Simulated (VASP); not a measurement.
Consider the following.

```yaml
crystal:
  lattice:
    - [0.00000, 3.24338, 3.24338]
    - [3.24338, 0.00000, 3.24338]
    - [3.24338, 3.24338, 0.00000]
  atoms:
    - { symbol: Y, position: [0.00000, 0.00000, 0.00000] }
    - { symbol: Si, position: [0.25000, 0.25000, 0.25000] }
```

All values below come from PBE GGA, VASP's PBE PAW potentials (set 64) (plane waves; VASP). Numerical set-up: 400 eV cut-off, 11×11×11 Γ-centred mesh, tetrahedra with Blöchl corrections, potentials Y_sv Si.

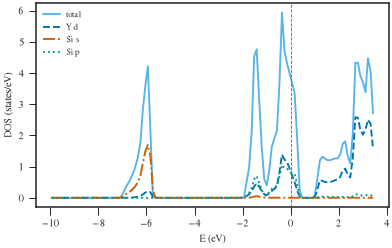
Figure. Total and projected density of states, zero at the Fermi level

Within 2 eV below the Fermi level the largest weight inside VASP's projection spheres is Y d, then Si p.

It has no gap at this level: it comes out as a metal or semimetal.

The structure was generated: YSi was put into the zinc blende type (F-43m), which need not be its known phase. It was relaxed first, which changed the volume by -19 %. The electron count is odd and the run is not spin-polarised, which forces a metal.
